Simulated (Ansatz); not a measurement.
## ZrC (model cell, started as CsCl type): a soft mode frozen in

Aim: this structure of ZrC (model cell, started as CsCl type) is to be tested for unstable modes, and one is followed downhill.

Main program and level: Ansatz 0.2.0; DFT LDA, scalar-relativistic, plane waves, PAW.

The structure was built from a prototype and need not be the compound's stable phase.

### 1. The structure

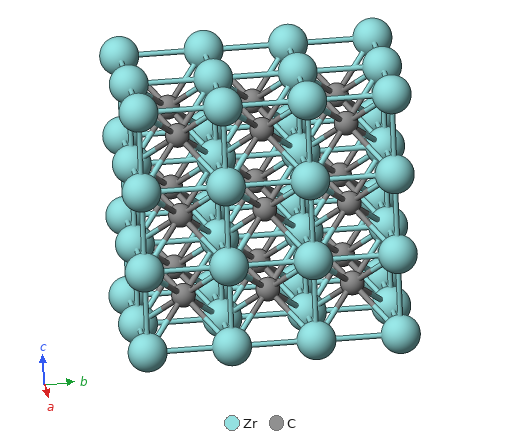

The starting structure, seen slightly off an axis (zirconium light teal, carbon grey). 2×3×3 cells are drawn. Some periodic images of atoms are drawn too.

### 2. Phonons on a q mesh

The cell comes from relaxations at this level that are not shown. Stability and thermal properties need the whole zone. Linear response on a 4×4×4 q mesh gives force constants as far as a supercell of that size would.

input.yaml reads:

```yaml
crystal:
  lattice:
    - [2.8705367897, 0.0, 0.0]
    - [0.0, 2.8705367897, 0.0]
    - [0.0, 0.0, 2.8705367897]
  atoms:
    - { symbol: Zr, position: [0.0, 0.0, 0.0] }
    - { symbol: C, position: [0.5, 0.5, 0.5] }
kpoints:
  mp_grid: { grid: [12, 12, 12] }
hamiltonian:
  xc: lda
scf:
  occupations: { method: methfessel_paxton, width: 0.15 }
output:
  eigenvalues: true
phonons:
  method: dfpt
  qmesh: [4, 4, 4]
  temperatures: { t_max: 1000, t_step: 50 }
  qpath:
    path:
      - [[0.0, 0.0, 0.0], [0.0, 0.5, 0.0], [0.5, 0.5, 0.0], [0.0, 0.0, 0.0], [0.5, 0.5, 0.5], [0.0, 0.5, 0.0]]
      - [[0.5, 0.5, 0.5], [0.5, 0.5, 0.0]]
    npoints: 10
```

On the command line:

```bash
$ ansatz run input.yaml --threads 4 --pin off --max-ram 7168MiB --backend cpu --events-out ev --progress --plain --runs-dir out
```

Numbers of over 12 decimals in the logs are rounded to 6 here.

Log:

```text
Engine: ansatz 0.2.0, aarch64-unknown-linux-gnu
Pseudopotentials: kind: paw
Pseudopotential: Zr, paw, valence charge 12, recommended cutoff 420 eV (normal), Zr.paw.azcp
Pseudopotential: C, paw, valence charge 4, recommended cutoff 420 eV (normal), C.paw.azcp
Functional definition: SPW92
  exchange = slater_x
  correlation = pw_c
Crystal: 2 atoms, lattice volume = 23.653 Å³
Basis set: ecut = 420 eV, 461 PW (Γ), exchange–correlation on 40×40×40 points (8 copies of the dense FFT grid, shifted against one another)
Bands: 12, of which v1, the nominal top of the filled ones, is band 8 counted from 1 (7 counted from 0)
Symmetry: 48 space group operations
k-points: 84 of 1728
Non-local potential: Zr, projectors of the file, l = 0: 3, l = 1: 2, l = 2: 2, l = 3: 2
Non-local potential: C, projectors of the file, l = 0: 2, l = 1: 2, l = 2: 1
PAW form: soft (Blöchl's): semilocal exchange-correlation on the pseudo side does not see the compensation charge
PAW frozen core: Zr, regenerated for the run's functional, and the local potential with it (the file was generated under x = pbe(κ = 0.804, μ = 0.219515), c = pbe(β = 0.066725))
PAW frozen core: C, regenerated for the run's functional, and the local potential with it (the file was generated under x = pbe(κ = 0.804, μ = 0.219515), c = pbe(β = 0.066725))
PAW one-centre angular grid: Zr, 590 points (default); XC on 64 Gauss nodes
PAW one-centre angular grid: C, 110 points (default); XC on 64 Gauss nodes
Initial density: superposition of atomic densities (neutral atoms: chi_scale 0, normalization atom), corrected by the library's trained network
Initial wavefunctions: pseudopotential atomic-orbital guess
Functional: x = slater, c = lda
SCF iter   1: F=—  HF=-4319.904087 eV  |F-HF|=—  |Δ(HF+E_count)|=         —  Δρ=1.06e-2  dr2=3.57e-2  ethr=1.77e-3  ⟨swp⟩=5.0  Hψ=5124  notcnv=0
preconditioner: auto → none  [metal: Δε(μ)=0.004 eV  Ē_g=17.694 eV  σ=0.150 eV  W_gap=0.02  n_scr=6 (ndim 8)  ℏωp=28.6 eV  f_vac=0.000  D(μ)=2.35/eV (n_scr^D=26)  sad-step TF]
SCF iter   2: F=—  HF=-4319.901047 eV  |F-HF|=—  |Δ(HF+E_count)|=   3.04e-3  S|Δr|=    0.00e0  Δρ=7.30e-3  dr2=1.93e-2  ethr=2.23e-4  ⟨swp⟩=1.0  Hψ=1680  notcnv=0
SCF iter   3: F=—  HF=-4319.897993 eV  |F-HF|=—  |Δ(HF+E_count)|=   3.05e-3  S|Δr|=    0.00e0  Δρ=1.29e-3  dr2=1.58e-4  ethr=1.21e-4  ⟨swp⟩=1.9  Hψ=1116  notcnv=0
SCF iter   4: F=—  HF=-4319.897947 eV  |F-HF|=—  |Δ(HF+E_count)|=   4.64e-5  S|Δr|=    0.00e0  Δρ=2.45e-4  dr2=1.76e-5  ethr=9.90e-7  ⟨swp⟩=2.0  Hψ=1658  notcnv=0
SCF iter   5: F=—  HF=-4319.897943 eV  |F-HF|=—  |Δ(HF+E_count)|=   4.07e-6  S|Δr|=    0.00e0  Δρ=6.36e-5  dr2=1.24e-6  ethr=1.10e-7  ⟨swp⟩=2.6  Hψ=1680  notcnv=0
SCF iter   6: F=—  HF=-4319.897942 eV  |F-HF|=—  |Δ(HF+E_count)|=   6.49e-7  S|Δr|=    0.00e0  Δρ=6.12e-6  dr2=8.06e-9  ethr=7.77e-9  ⟨swp⟩=2.7  Hψ=1694  notcnv=0
SCF iter   7: F=—  HF=-4319.897942 eV  |F-HF|=—  |Δ(HF+E_count)|=   2.25e-9  S|Δr|=    0.00e0  Δρ=4.07e-7  dr2=3.04e-11  ethr=5.04e-11  ⟨swp⟩=2.2  Hψ=1633  notcnv=0
SCF iter   8: F=-4319.897942 eV  HF=-4319.897942 eV  |F-HF|=1.82e-12  |Δ(HF+E_count)|=  2.73e-12  S|Δr|=    0.00e0  Δρ=1.87e-8  dr2=6.95e-14  ethr=1.00e-12  ⟨swp⟩=5.1  Hψ=3929  notcnv=0
SCF 1 converged in 8 iterations: F = -4319.897942 eV  dr2 = 6.95e-14
  greatest PAW one-centre occupation: 0.998 electrons in one spin orbital (limit 2), on the Zr atom at site 0 (counted from 0), in its partial waves of l = 0
Initial density: read from a saved state, or passed on in memory by an earlier SCF of this step, an earlier step, the calling program or the single point that the run made first
iter 1 solved again at ethr=3.82e-8 eV; its pass at ethr=3.10e-3 eV (dr2=6.12e-6 eV) is discarded
SCF iter   1: F=—  HF=-4319.897944 eV  |F-HF|=—  |Δ(HF+E_count)|=         —  Δρ=4.31e-7  dr2=2.36e-11  ethr=3.82e-8  ⟨swp⟩=3.3  Hψ=8134  notcnv=0
eigensolver tolerance schedule: the retry pair's looser diagonalisation over-reported the residual by 258932.63 of it (diagonalisation noise at an unbounded share of the residual, at the tolerance the schedule requests for it); recorded, not acted on — ethr = c·dr2/N_el stays at c = 1.0e-1
preconditioner: auto → none  [metal: Δε(μ)=0.008 eV  Ē_g=17.708 eV  σ=0.150 eV  W_gap=0.05  n_scr=6 (ndim 8)  ℏωp=28.6 eV  f_vac=0.000  D(μ)=2.49/eV (n_scr^D=26)]
SCF iter   2: F=—  HF=-4319.897942 eV  |F-HF|=—  |Δ(HF+E_count)|=   1.75e-6  S|Δr|=    0.00e0  Δρ=2.74e-7  dr2=1.23e-11  ethr=1.00e-12  ⟨swp⟩=2.9  Hψ=2128  notcnv=0
SCF iter   3: F=-4319.897942 eV  HF=-4319.897942 eV  |F-HF|=0.00e0  |Δ(HF+E_count)|=  3.64e-12  S|Δr|=    0.00e0  Δρ=1.67e-7  dr2=4.16e-12  ethr=1.00e-12  ⟨swp⟩=2.1  Hψ=2120  notcnv=0
SCF 2 converged in 3 iterations: F = -4319.897942 eV  dr2 = 4.16e-12
phonons: the bands overlap, so this run is a metal and interpolates without the dipole-dipole term. If the crystal is really an insulator or semiconductor, its LO-TO splitting is missing
NSCF: frozen V_eff on 84 k-points
NSCF: frozen V_eff on 196 k-points
DFPT response loops at q = (0, 0, 0) (fractional): preconditioner auto → Kerker (q_TF=auto, 2.556 Å⁻¹) (partly filled bands, converged f_vac=0.000); β = 1.00, the filter's whole step (`scf.mixing.beta` (0.50) is not read by the response loops under this deck's `scf.mixing.preconditioner`; to damp them name `kerker` or `kerker_dos`, under which they read `scf.mixing.beta`, and type it under 1.00, their step now; both keys bind the ground state too); Broyden in place of MSR1
NSCF: frozen V_eff on 1176 k-points
DFPT response loops at q = (0, 0, 0.25) (fractional): mixed as the last ones told, above
NSCF: frozen V_eff on 686 k-points
DFPT response loops at q = (0, 0, -0.5) (fractional): mixed as the last ones told, above
NSCF: frozen V_eff on 2016 k-points
DFPT response loops at q = (0, 0.25, 0.25) (fractional): mixed as the last ones told, above
NSCF: frozen V_eff on 1176 k-points
DFPT response loops at q = (0, 0.25, -0.5) (fractional): mixed as the last ones told, above
NSCF: frozen V_eff on 686 k-points
DFPT response loops at q = (0, -0.5, -0.5) (fractional): mixed as the last ones told, above
NSCF: frozen V_eff on 1872 k-points
DFPT response loops at q = (0.25, 0.25, 0.25) (fractional): mixed as the last ones told, above
NSCF: frozen V_eff on 2016 k-points
DFPT response loops at q = (0.25, 0.25, -0.5) (fractional): mixed as the last ones told, above
NSCF: frozen V_eff on 1176 k-points
DFPT response loops at q = (0.25, -0.5, -0.5) (fractional): mixed as the last ones told, above
NSCF: frozen V_eff on 392 k-points
DFPT response loops at q = (-0.5, -0.5, -0.5) (fractional): mixed as the last ones told, above
SCF converged after 8 iterations
Stability not checked: this state was not tested for a lower state beside it, because cold or Methfessel-Paxton smearing, or corrected tetrahedra, fill the levels in a way that the test cannot read (fill_not_monotonic; see scf.lower_state_search)
Free energy (F): -4319.897942 eV
Harris-Foulkes:  -4319.897942 eV  (|F-HF|=1.82e-12)
Internal energy: -4319.896387 eV  (E = F + TS)
E sigma→0 (E₀):  -4319.897553 eV
Entropy (-TS):   -0.001555 eV (-0.778 meV/atom)
Fermi energy:    16.552746 eV
Step filling:    the computed levels leave a gap of 0.0145 eV = 0.1 smearing widths at the electron count; against every level under it full and every level over it empty, smearing changes F+E_penalty+E_count by -0.743 meV and its σ→0 estimate by -0.354 meV
--- Per-component energies (eV) ---
  E_band       = -22.612244
  E_kinetic    = 424.937190
  E_local      = -532.900829  (includes V_loc(G=0)·N_el)
  E_nonlocal   = 111.375623
  E_hartree    = 158.245819
  E_xc         = -210.218461
  E_vxc        = -252.600418  (∫ρ·V_xc dr)
  E_paw        = -2940.042207  (= ΣΔE_a)
  E_vpaw       = -89.915473  (= ΣTr[D̂ρ^β])
  E_aug_tail   = 0.000027  (compensation charges beyond the density's cutoff)
  E_ewald      = -1331.726782
  E_core_change = 0.433233  (= ΣΔE_core)
  E_smearing   = -0.001555  (= −TS)
  E_closure    = 0.000000  (closes the sum)
  Σ components = -4319.897942   (vs F -4319.897942, Δ=0.00e0)
--- Band table (eV; the first three rows and the last of 84) ---
  k-point 0: bands = [... 4 lower, 4.6705, 14.4500, 14.4500, 17.8284, 17.8284, 17.8284, 22.1327, 22.1327]
  k-point 1: bands = [... 4 lower, 4.8208, 14.4424, 14.5135, 17.6062, 17.6062, 17.7635, 22.1644, 22.3212]
  k-point 2: bands = [... 4 lower, 5.2427, 14.1354, 14.6943, 17.0714, 17.0714, 18.0104, 22.2527, 22.7876]
  k-point 83: bands = [... 4 lower, 9.5200, 10.9469, 10.9469, 10.9469, 24.8422, 24.8422, 25.7228, 25.7228]
--- Phonons (Γ-DFPT): 2 representative perturbations + reference (Σ response iterations 6) ---
  ASR residual: 1.275e-5 → 0.000e0 eV/Å²; symmetrization residual: 8.242e-7 eV/Å²
  ASR residual per site (eV/Å²): 9.87e-6 1.28e-5
  Γ frequencies (cm⁻¹): 0.00 0.00 0.00 224.26 224.26 224.26
--- Phonons (arbitrary-q DFPT): 10 irreducible q on the 4×4×4 mesh ---
  q = [0.0000, 0.0000, 0.0000] (star 1, of the zone-centre solve; hermiticity 8.40e-7, symmetrization 2.48e-13): -0.00 -0.00 0.00 224.26 224.26 224.26
  q = [0.0000, 0.0000, 0.2500] (star 6, 4 solved perturbations in 1848 linear systems a pass and spin channel, the states on 588 of 1728 k-point pairs; hermiticity 2.14e-7, symmetrization 6.33e-14): -134.41 -134.41 109.25 200.56 200.56 374.65
  q = [0.0000, 0.0000, -0.5000] (star 3, 4 solved perturbations in 1078 linear systems a pass and spin channel, the states on 343 of 1728 k-point pairs; hermiticity 3.05e-9, symmetrization 1.88e-9): -214.98 -214.98 165.03 199.10 199.10 482.80
  q = [0.0000, 0.2500, 0.2500] (star 12, 4 solved perturbations in 3108 linear systems a pass and spin channel, the states on 1008 of 1728 k-point pairs; hermiticity 1.65e-7, symmetrization 1.44e-14): -234.26 50.70 96.24 105.75 343.32 352.34
  q = [0.0000, 0.2500, -0.5000] (star 12, 6 solved perturbations on 588 of 1728 k-point pairs; hermiticity 1.07e-7, symmetrization 3.58e-8): -188.33 -186.86 83.91 240.33 342.65 464.29
  q = [0.0000, -0.5000, -0.5000] (star 3, 4 solved perturbations in 1078 linear systems a pass and spin channel, the states on 343 of 1728 k-point pairs; hermiticity 7.99e-8, symmetrization 9.06e-13): -229.18 -225.69 257.95 257.95 417.57 417.57
  q = [0.2500, 0.2500, 0.2500] (star 8, 2 solved perturbations on 936 of 1728 k-point pairs; hermiticity 4.34e-7, symmetrization 5.00e-14): 24.08 68.35 68.35 269.82 327.77 327.77
  q = [0.2500, 0.2500, -0.5000] (star 12, 4 solved perturbations in 3108 linear systems a pass and spin channel, the states on 1008 of 1728 k-point pairs; hermiticity 1.04e-7, symmetrization 7.29e-9): -91.54 58.96 98.77 249.86 336.64 438.16
  q = [0.2500, -0.5000, -0.5000] (star 6, 4 solved perturbations in 1848 linear systems a pass and spin channel, the states on 588 of 1728 k-point pairs; hermiticity 6.36e-8, symmetrization 6.27e-10): 67.73 79.28 234.20 234.20 386.01 386.01
  q = [-0.5000, -0.5000, -0.5000] (star 1, 2 solved perturbations on 196 of 1728 k-point pairs; hermiticity 2.35e-9, symmetrization 1.17e-9): 192.39 192.39 192.39 330.24 330.24 330.24
  sum rule: each row above includes the acoustic sum rule's correction from the zone centre's row sums; it moved no ω² by more than (0.54 cm⁻¹)²
  mesh force constants: q→R imaginary residual 1.05e-18; ASR residual 1.275e-5 → 0.000e0 eV/Å²; symmetrization residual 6.217e-15 eV/Å²
  interpolated dispersion: 62 rows × 6 modes
  density of states and harmonic sums: on the 24×24×24 q-mesh, interpolated from the force constants of a 4×4×4 supercell (no non-analytic term)
  largest difference from the sums on the solved wave vectors: F 1.40e-1 eV, S 1.84e-4 and C_V 5.48e-5 eV/K
  zero-point energy: 0.068919 eV/cell   skipped modes (ω ≤ 0): 754, of them read as no rigid motion or as one in doubt: 751 (1.678e0 modes/cell left out, lowest -269.20 cm⁻¹)   left out of the sums: 2.80e-1 of the cell's modes: C_V's classical limit lies that fraction below 3 k_B per atom; for a crystal, a wire or a layer, F and S can be off by more, and a phonons.interpolated_qmesh denser along its periods is the remedy for the sampling
```

Wall time 85 s (4 threads of Arm Neoverse V2, shared host); peak memory 1 GiB; 5.4 min of CPU time.

This step gave:

```
volume per atom                                         : 11.83 Å³
gap on the k-mesh                                       : 0 eV
sum-rule residual before enforcement                    : 1.28e-5 eV/Å²
lowest frequency on the path                            : -268.6 cm⁻¹
point group                                             : m-3m
highest frequency on the path or at a solved wavevector : 482.8 cm⁻¹
highest optical mode at the zone centre (no LO-TO term) : 224.3 cm⁻¹
lowest optical zone-centre mode                         : 224.3 cm⁻¹
lowest mode on the q mesh (acoustic modes at Γ apart)   : -234.3 cm⁻¹
```

Frequencies (cm⁻¹) solved at each irreducible wavevector; negative means imaginary. Frequencies by wavevector, by row:

```
q in reciprocal lattice units  star  mode 1  mode 2  mode 3  mode 4  mode 5  mode 6
                        0 0 0     1       0       0       0   224.3   224.3   224.3
                     0 0 0.25     6  -134.4  -134.4   109.2   200.6   200.6   374.6
                     0 0 -0.5     3    -215    -215     165   199.1   199.1   482.8
                  0 0.25 0.25    12  -234.3    50.7    96.2   105.8   343.3   352.3
                  0 0.25 -0.5    12  -188.3  -186.9    83.9   240.3   342.6   464.3
                  0 -0.5 -0.5     3  -229.2  -225.7   257.9   257.9   417.6   417.6
               0.25 0.25 0.25     8    24.1    68.3    68.3   269.8   327.8   327.8
               0.25 0.25 -0.5    12   -91.5      59    98.8   249.9   336.6   438.2
               0.25 -0.5 -0.5     6    67.7    79.3   234.2   234.2     386     386
               -0.5 -0.5 -0.5     1   192.4   192.4   192.4   330.2   330.2   330.2
```

Interpolated from a 4×4×4 q mesh. The phonon branches at the labelled points (cm⁻¹):

```csv
point,branch 1,branch 2,branch 3,branch 4,branch 5,branch 6
Γ,0,0,0,224,224,224
X,-215,-215,165,199,199,483
M,-229,-226,258,258,418,418
Γ,0,0,0,224,224,224
R,192,192,192,330,330,330
X,-215,-215,165,199,199,483
jump to R,192,192,192,330,330,330
M,-229,-226,258,258,418,418
```

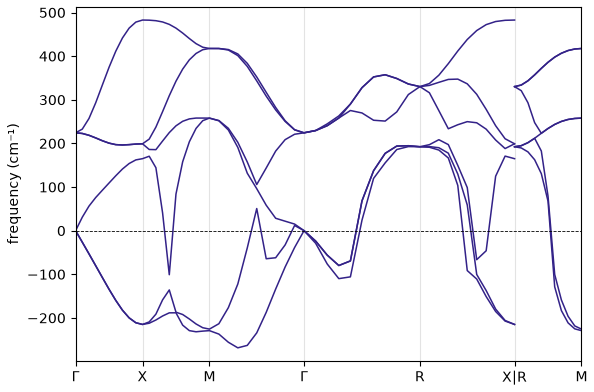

Phonon branches along the path.

Symmetry leaves 10 wavevectors to solve. The lowest mode among them, the acoustic zeros apart, lies at q = (0, 0.25, 0.25) and is imaginary, 234.3i cm⁻¹, so the energy falls along it. Between them the interpolated path dips to 269i cm⁻¹.

### 3. The mode frozen in, largest atomic shift 0 Å

The mode followed lies at q = (0, -0.5, -0.5) with frequency 229.2i cm⁻¹, one of the unstable modes though not the softest. At small amplitude the distorted cell has space group no. 129 by a symmetry search on the positions. The undistorted cell that holds it gives the zero of energy on the same k mesh.

System of this step: ZrC (model cell, started as CsCl type). Symmetry: Pm-3m, No. 221, cubic system. The conventional cell has a = 2.871 Å, b = 2.871 Å, c = 2.871 Å, α = 90.00°, β = 90.00°, γ = 90.00°. Nearest to Zr lie 8 C at 2.49 Å. Nearest to C lie 8 Zr at 2.49 Å. Farther neighbours are not listed.

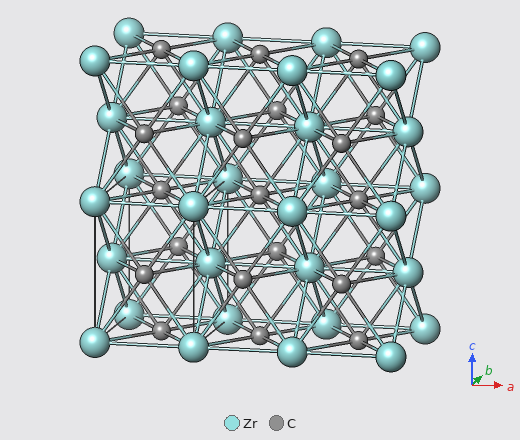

The cell of this step (zirconium light teal, carbon grey). 3×1×2 cells are drawn. Some periodic images of atoms are drawn too.

input.yaml reads:

```yaml
crystal:
  lattice:
    - [-2.8705367897, 0.0, 0.0]
    - [0.0, -2.8705367897, -2.8705367897]
    - [0.0, -2.8705367897, 2.8705367897]
  atoms:
    - { symbol: Zr, position: [1.0, 0.5, 0.5] }
    - { symbol: Zr, position: [1.0, 1.0, 0.0] }
    - { symbol: C, position: [0.5, 0.0, 0.5] }
    - { symbol: C, position: [0.5, 0.5, 0.0] }
kpoints:
  mp_grid: { grid: [12, 10, 10] }
hamiltonian:
  xc: lda
scf:
  occupations: { method: methfessel_paxton, width: 0.15 }
output:
  forces: true
  stress: true
  eigenvalues: true
```

Log:

```text
[...]
Crystal: 4 atoms, lattice volume = 47.306 Å³
Basis set: ecut = 420 eV, 929 PW (Γ)
Bands: 20, of which v1, the nominal top of the filled ones, is band 16 counted from 1 (15 counted from 0)
Symmetry: 32 space group operations
[...]
k-points: 147 of 1200
[...]
--- Band table (eV; the first three rows and the last of 147) ---
  k-point 0: bands = [... 12 lower, 14.4378, 14.4432, 15.9218, 17.8445, 17.8445, 17.8449, 18.5340, 19.3129]
  k-point 1: bands = [... 12 lower, 14.4616, 14.4775, 16.2207, 17.5322, 17.6864, 17.9324, 17.9914, 19.3667]
  k-point 2: bands = [... 12 lower, 14.5113, 14.5191, 16.6644, 16.8744, 17.3272, 17.3550, 18.2030, 19.5256]
  k-point 146: bands = [... 12 lower, 14.4141, 14.4141, 15.9154, 15.9154, 18.5336, 18.5336, 19.3108, 19.3108]
[key lines of the parts left out:]
SCF converged after 6 iterations
Free energy (F): -8639.796277 eV
Fermi energy:    16.573327 eV
P = ⅓ Tr σ = 0.1078 GPa (1.078 kbar)
```

Run time: 1.4 s. Hardware: 4 threads; peak memory 0.4 GiB; 5 s of CPU time.

Numbers from this step:

- pressure: 0.1078 GPa
- energy from the undistorted cell: 0 meV/atom

The run ends at a pressure of 0.11 GPa.

### 4. The mode frozen in, largest atomic shift 0.45 Å

The atoms are moved along the unstable eigenvector, the largest shift by 0.45 Å, with the cell fixed.

input.yaml, the sections that differ from step 3:

```yaml
crystal:
  lattice:
    - [-2.8705367897, 0.0, 0.0]
    - [0.0, -2.8705367897, -2.8705367897]
    - [0.0, -2.8705367897, 2.8705367897]
  atoms:
    - { symbol: Zr, position: [1.0, 0.5, 0.5] }
    - { symbol: Zr, position: [1.0, 1.0, 0.0] }
    - { symbol: C, position: [0.6567651046, 0.0, 0.5] }
    - { symbol: C, position: [0.3432348954, 0.5, 0.0] }
# kpoints, hamiltonian, scf, output: as in step 3
```

Log:

```text
[...]
Crystal: 4 atoms, lattice volume = 47.306 Å³
Basis set: ecut = 420 eV, 929 PW (Γ)
Bands: 20, of which v1, the nominal top of the filled ones, is band 16 counted from 1 (15 counted from 0)
Symmetry: 16 space group operations
[...]
k-points: 147 of 1200
[...]
--- Band table (eV; the first three rows and the last of 147) ---
  k-point 0: bands = [... 12 lower, 14.7687, 14.7687, 15.9643, 16.2364, 16.2364, 17.9050, 20.6423, 21.2524]
  k-point 1: bands = [... 12 lower, 14.4005, 14.7575, 16.0902, 16.1913, 16.4000, 17.9266, 20.0616, 21.1893]
  k-point 2: bands = [... 12 lower, 14.3810, 14.7237, 15.7111, 16.4756, 16.8535, 17.9144, 19.2575, 21.0262]
  k-point 146: bands = [... 12 lower, 14.3309, 14.3309, 14.3546, 14.3546, 19.3555, 19.3555, 19.5570, 19.5570]
[key lines of the parts left out:]
SCF converged after 6 iterations
Free energy (F): -8640.195327 eV
Fermi energy:    16.439579 eV
P = ⅓ Tr σ = 15.0203 GPa (150.203 kbar)
```

Run time: 1.5 s. Hardware: 4 threads; peak memory 0.4 GiB; 5.3 s of CPU time.

Numbers from this step:

| Property | Result |
| --- | --- |
| pressure | 15.02 GPa |
| energy from the undistorted cell | -99.78 meV/atom |

The energy, extrapolated to zero smearing, is -99.78 meV/atom against the undistorted cell.

The run ends at a pressure of 15.02 GPa, with forces up to 0.052 eV/Å.

[end of part 1 of 3]

[Logs are printed without paths, hosts, clocks, repeated set-up lines and the standing remarks that a program may print on its own settings, such as how far it seeks lower states.]

[Hosts, paths, dates, database ids (printed as entryN), source tags and the programs' standing remarks are cut or masked in the printed files.]
